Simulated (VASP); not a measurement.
# Li2CoCl4 with r2SCAN: from relaxation to properties, part 2 of 2

How well does r2SCAN reproduce what experiment finds for Li2CoCl4? The cell is relaxed first, and properties follow on it. The start is a computed cell from the Materials Project.

VASP 6.6.1, plane waves and PAW; the level of theory is named at each step.

Still holding for the runs below: The cell holds one magnetic atom, so no antiferromagnetic order fits into it. Experiment finds antiferromagnetic order in this phase (below 6.8 K, arxiv:2307.06899), so this ferromagnetic run describes another state.

So far, gap on the k-mesh (eV): step 2 (relaxing cell and atoms (r2SCAN)) 0.883; step 3 (second relaxation) 0.884. The relaxed cell has a, b, c = 7.156, 10.381, 3.516 Å (conventional setting).

## (6) Total and projected DOS (r2SCAN)

Here the states are counted by energy and projected on the atoms. The mesh is finer than in the run before.

The input, INCAR:

```
SYSTEM = Li2CoCl4
PREC = Accurate
ENCUT = 650
EDIFF = 1E-06
NELM = 100
ISMEAR = -5
SIGMA = 0.05
LREAL = .FALSE.
ALGO = Normal
METAGGA = R2SCAN
LASPH = .TRUE.
NBANDS = 45
ISPIN = 2
MAGMOM = -0 -0 2.613 0.116 0.034 0.116 0.034
LMAXMIX = 4
LORBIT = 11
LWAVE = .FALSE.
LCHARG = .FALSE.
KPAR = 4
NEDOS = 2001
```

The input, POSCAR:

```
Li2CoCl4
1.0
    3.5778772720     -5.1907091362      0.0000000000
    3.5778772720      5.1907091362      0.0000000000
    0.0000000000      0.0000000000      3.5161483681
Li Co Cl
2 1 4
Direct
    0.5000000000      0.0000000000      0.5000000000
    0.0000000000      0.5000000000      0.5000000000
    0.0000000000      0.0000000000      0.0000000000
    0.7669242620      0.7669242620      0.5000000000
    0.7610210535      0.2389789465      0.0000000000
    0.2330757380      0.2330757380      0.5000000000
    0.2389789465      0.7610210535      0.0000000000
```

The input, KPOINTS:

```
Automatic mesh
0
Gamma
6 6 9
0 0 0
```

The projector-augmented-wave data sets are Li_sv, Co and Cl (PBE family, release 64).

Launch:

```
$ mpirun -np 4 vasp_std
```

Elapsed: 10 min, on 4 MPI ranks of Intel Xeon 6975P-C (Granite Rapids), shared host; peak memory 3.5 GiB.

Numbers from this step:

```yaml
scf_cycles: 18
irreducible_k_points: 65
free_energy_toten: -53.3715 eV
fermi_energy: 2.053 eV
pressure: 0.03245 GPa
moment_of_the_cell_from_the_last_line_of_the_log: 3.000 μB
conduction_bottom_at_k: 0.5, 0.5, 0
least_direct_gap_at_k: 0.5, 0.5, 0
gap_on_the_k_mesh: 0.8831 eV
least_direct_gap_on_the_k_mesh: 0.8831 eV
```

The density of states has structure finer than the step of the table below, so its rows give means over 2 eV, whole bins alone (the curve runs from -12.0 to 8.78 eV). Peaks (eV: height): total down -4.2: 5.59, -2.5: 9.18, -0.2: 8.60, 3.5: 7.90; total up -4.9: 7.01, -4.1: 5.40, -1.5: 8.04, -0.6: 5.61; Cl p up -2.8: 2.92, -2.3: 2.83, -1.4: 2.14, -0.6: 2.51; Cl p down -4.2: 2.83, -3.0: 2.74, -2.5: 5.59, -2.1: 2.99; Co d up -4.9: 3.64, -3.6: 2.43, -1.6: 2.92, -1.5: 5.23.

States under -12.0 eV and over 8.8 eV are left out. The density of states by energy, zero at the valence-band top; means over each step; 7 of 13 lines; values in states/eV/cell:

| energy (eV) | total down | total up | Cl p up | Cl p down | Co d up | Co d down | Co p up |
| --- | --- | --- | --- | --- | --- | --- | --- |
| -8 | 0 | 0 | 0 | 0 | 0 | 0 | 0 |
| -6 | 0.0450 | 0.445 | 0.164 | 0.0209 | 0.105 | 5.2e-4 | 0.00168 |
| -4 | 2.75 | 3.56 | 1.39 | 1.43 | 1.01 | 0.123 | 0.0431 |
| -2 | 3.19 | 3.80 | 1.80 | 2.01 | 1.04 | 0.133 | 0.0305 |
| 0 | 1.07 | 0.677 | 0.307 | 0.0729 | 0.250 | 0.919 | 3.5e-4 |
| 2 | 0.923 | 0 | 0 | 0.0873 | 0 | 0.757 | 0 |
| 4 | 0.500 | 6.3e-5 | 4.4e-6 | 0.0434 | 0 | 0.410 | 0 |
| 6 | 0.450 | 0.662 | 0.0761 | 0.0413 | 0.00194 | 0.00340 | 0.0104 |

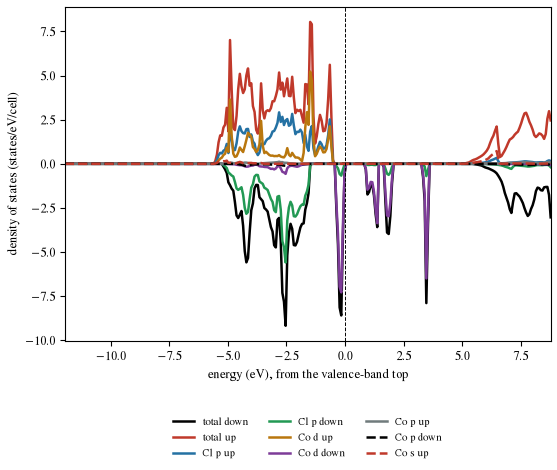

Density of states against energy. Down spins are drawn negative.

The gap on this mesh is 0.88 eV. In the top eV of the valence band the largest shares in the PAW spheres are Co d 65 % and Cl p 23 %. The rest lies in smaller channels or between the spheres.

## (7) Independent-particle dielectric function (r2SCAN)

LOPTICS sums transitions from filled to empty bands. NBANDS is raised for it.

Edit INCAR of step 6 so:

```diff
@@ -5,3 +5,3 @@
 NELM = 100
-ISMEAR = -5
+ISMEAR = 0
 SIGMA = 0.05
@@ -11,3 +11,3 @@
 LASPH = .TRUE.
-NBANDS = 45
+NBANDS = 77
 ISPIN = 2
@@ -19,2 +19,4 @@
 KPAR = 4
-NEDOS = 2001
+LOPTICS = .TRUE.
+NEDOS = 1500
+CSHIFT = 0.1
```

POSCAR is that of step 6.

KPOINTS is that of step 6.

Launch:

```
$ mpirun -np 4 vasp_std
```

Wall time 20 min (4 MPI ranks); peak memory 8.4 GiB; 79 min of CPU time.

These are independent-particle spectra without excitons or local fields, and fine structure depends on the mesh and on CSHIFT.

Numbers from this step:

```
SCF cycles                                        : 19
bands                                             : 77
Fermi energy                                      : 2.250 eV
pressure                                          : 0.02768 GPa
moment of the cell, from the last line of the log : 3 μB
gap on the k-mesh                                 : 0.8837 eV
least direct gap on the k-mesh                    : 0.8837 eV
```

The imaginary dielectric function has structure finer than the step of the table below, so its rows give means over 2 eV, whole bins alone (the curve runs from 0 to 24.9 eV). Peaks (eV: height): xx 4.4: 1.49, 11.1: 6.45; yy 6.1: 1.70, 10.4: 6.23; zz 4.0: 2.37, 11.1: 5.88.

The imaginary dielectric function by photon energy; means over each step:

| photon energy (eV) | xx | yy | zz |
| --- | --- | --- | --- |
| 2 | 0.0777 | 0.0228 | 0.153 |
| 4 | 0.907 | 0.133 | 1.42 |
| 6 | 0.728 | 1.07 | 0.714 |
| 8 | 1.97 | 2.27 | 2.15 |
| 10 | 4.93 | 5.18 | 5.01 |
| 12 | 4.89 | 4.46 | 4.70 |
| 14 | 2.68 | 2.62 | 2.67 |
| 16 | 1.14 | 1.22 | 1.18 |
| 18 | 0.801 | 0.821 | 0.769 |
| 20 | 0.671 | 0.663 | 0.614 |
| 22 | 0.521 | 0.548 | 0.505 |

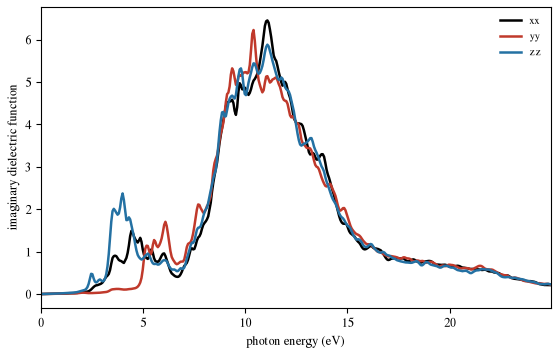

Imaginary dielectric function against photon energy.

Real dielectric function against photon energy:

| photon energy (eV) | xx | yy | zz |
| --- | --- | --- | --- |
| 0.0 | 3.45 | 3.29 | 3.68 |
| 2.5 | 3.85 | 3.47 | 4.14 |
| 5.0 | 3.20 | 4.83 | 3.23 |
| 7.5 | 4.84 | 5.24 | 4.95 |
| 10.0 | 3.36 | 3.11 | 3.06 |
| 12.5 | -0.509 | -0.416 | -0.894 |
| 15.0 | -1.15 | -1.11 | -1.08 |
| 17.5 | -0.216 | -0.229 | -0.307 |
| 20.0 | 0.0227 | 0.0521 | -0.00948 |
| 22.5 | 0.0425 | 0.0467 | 0.0464 |

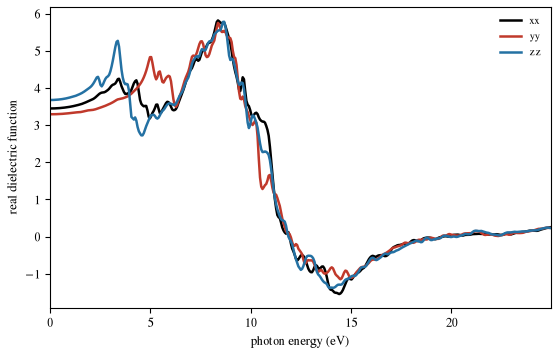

Real dielectric function, plotted against photon energy.

## (8) Field gradients at the nuclei (r2SCAN)

Field gradients probe how far the charge around each nucleus departs from cubic symmetry; LASPH keeps the non-spherical terms inside the spheres.

Edit INCAR of step 7 so:

```diff
@@ -3,3 +3,3 @@
 ENCUT = 650
-EDIFF = 1E-06
+EDIFF = 1E-07
 NELM = 100
@@ -11,3 +11,3 @@
 LASPH = .TRUE.
-NBANDS = 77
+NBANDS = 34
 ISPIN = 2
@@ -19,4 +19,2 @@
 KPAR = 4
-LOPTICS = .TRUE.
-NEDOS = 1500
-CSHIFT = 0.1
+LEFG = .TRUE.
```

POSCAR is that of step 7.

The input, KPOINTS:

```
Automatic mesh
0
Gamma
4 4 6
0 0 0
```

Launch:

```
$ mpirun -np 4 vasp_std
```

Run time: 4.6 min. Hardware: 4 MPI ranks; peak memory 2.1 GiB; 18 min of CPU time.

Numbers from this step:

* SCF cycles: 21
* bands: 34
* irreducible k-points: 28
* free energy (TOTEN): -53.3713 eV
* Fermi energy: 2.358 eV
* pressure: 0.02657 GPa
* gap on the k-mesh: 0.8835 eV
* least direct gap on the k-mesh: 0.8835 eV

Electric field gradients, by row:

| atom | Vxx (V/Å²) | Vyy (V/Å²) | Vzz (V/Å²) | asymmetry |
| --- | --- | --- | --- | --- |
| Li1 | -0.143 | -0.039 | 0.182 | 0.573 |
| Li2 | -0.143 | -0.039 | 0.182 | 0.573 |
| Co3 | 126.4 | 117.4 | -243.8 | 0.037 |
| Cl4 | 43.17 | 15.66 | -58.83 | 0.468 |
| Cl5 | -19.26 | -10.36 | 29.62 | 0.3 |
| Cl6 | 43.17 | 15.66 | -58.83 | 0.468 |
| Cl7 | -19.26 | -10.36 | 29.62 | 0.3 |

The largest gradient, -243.82 V/Å², sits on Co3; times the quadrupole moment of a nucleus that has one, it gives the coupling that NMR and NQR see.

## (9) Summary of results

```json
{
 "relaxed volume": "18.66 Å³/atom",
 "relaxed conventional cell a, b, c": "7.156, 10.381, 3.516 Å",
 "space group after relaxing, within 0.02 Å": "Cmmm (No. 65)",
 "moment of the cell (4×4×6 mesh)": "3 μB",
 "largest site moment (4×4×6 mesh)": "2.61 μB on Co3",
 "band gap": "0.884 eV, direct",
 "gap among the points of the DOS mesh alone, an upper bound": "0.883 eV",
 "strongest peak of ε2, mean over directions": "11.1 eV",
 "ε1 at zero frequency, no local fields, mean": "3.47",
 "largest field gradient Vzz": "-243.82 V/Å² on Co3"
}
```

**Reading.** With r2SCAN, Li2CoCl4 relaxes to 18.66 Å³/atom in space group Cmmm, has a direct gap of 0.884 eV and keeps moments of up to 2.61 μB (4×4×6 mesh). Band structure (r2SCAN), spin up: The path shows a direct gap of 5.42 eV (valence top at Γ, conduction bottom at Γ). Band structure (r2SCAN), spin down: The path shows a direct gap of 0.88 eV (valence top at Y, conduction bottom at Y). Semilocal functionals usually underestimate gaps. Only the typed magnetic starts were tried, so the magnetic ground state may differ and with it the other results. Only ferromagnetic starts were used, while the crystal orders antiferromagnetically, so what depends on the order belongs to another state. No search among competing phases was made, and a listed structure need not be the one stable at ambient conditions. All values are for a static lattice at zero temperature.

Computed beside measured:

| quantity | measured | r2SCAN |
| --- | --- | --- |
| lattice constant a (Å) | 7.139 | 7.156 (+0.2 %) |
| lattice constant b (Å) | 10.1899 | 10.381 (+1.9 %) |
| lattice constant c (Å) | 3.5935 | 3.516 (-2.2 %) |

Measured values from arxiv:2307.06899 (2023).

How well it matches: The lattice constant a is off by +0.2 %. The lattice constant b is off by +1.9 %. The lattice constant c is off by -2.2 %. The runs are ferromagnetic and the sample is antiferromagnetic, so the match is not graded. For lattice constants the calculation has a static lattice, without zero-point motion or thermal expansion (measured at up to 3.5 K).

[Lines on the potential files, build, host, timing and source positions are cut from VASP's logs without a mark.]

[Logs are printed without paths, hosts, clocks, repeated set-up lines and the standing remarks that a program may print on its own settings, such as how far it seeks lower states.]

[Hosts, paths, dates, database ids (printed as entryN), source tags and the programs' standing remarks are cut or masked in the printed files.]

[A measured line is paired with the nearest computed mode of its activity, which favours agreement.]
